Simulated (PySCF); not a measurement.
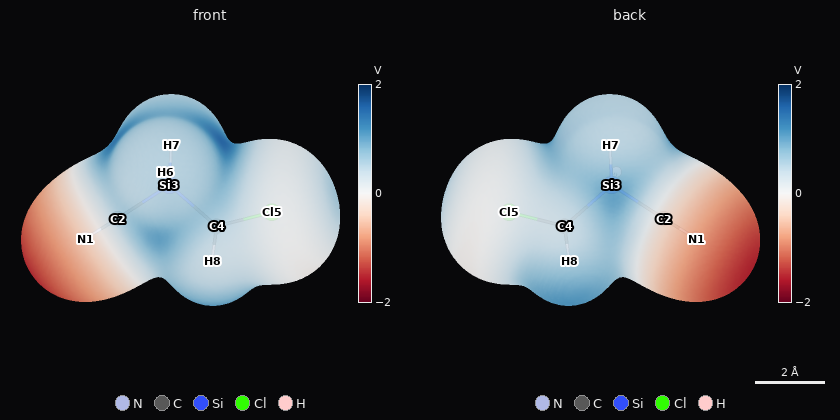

Figure. C₂H₃ClNSi (doublet). The molecular electrostatic potential painted on the density surface at 0.001 e/bohr³, seen from the front and from behind; the colour scale runs from red (negative) to blue (positive).

Geometry: GFN2-xTB.

All numbers below come from PySCF 2.14.0, density-fitted response routines, UKS B3LYP, pcH-1 on C Cl H N Si, non-relativistic, mean-field spin-orbit, GIAO.

Input

```
{"job": {"kind": "epr", "basis": "pcH-1"}, "charge": 0, "multiplicity": 2}
N      2.176760    -0.533399    -1.782437
C      1.448947    -0.448645    -0.902618
Si     0.287991    -0.331777     0.554749
C     -1.139266     0.635089    -0.134736
Cl    -2.491735     1.018497     0.804661
H      0.999104     0.363686     1.632817
H     -0.070959    -1.697860     0.950508
H     -1.201786     1.003821    -1.147509
```

Launched as:

```sh
OMP_NUM_THREADS=1 python probes_run.py task.json out
```

Which sites attract a positive test charge, and which a negative one?

A positive charge is drawn to the negative regions and a negative charge to the positive ones. The most negative region (about −1.5 V, or −35 kcal/mol for a unit charge) lies over N1, the most positive (about +1.4 V, or +32 kcal/mol for a unit charge) over Si3. Cl5 shows a σ-hole: about +0.6 V, or +14 kcal/mol for a unit charge at the tip opposite its bond, against about +0.1 V on its flanks. N1 is the likeliest acceptor of a hydrogen bond.
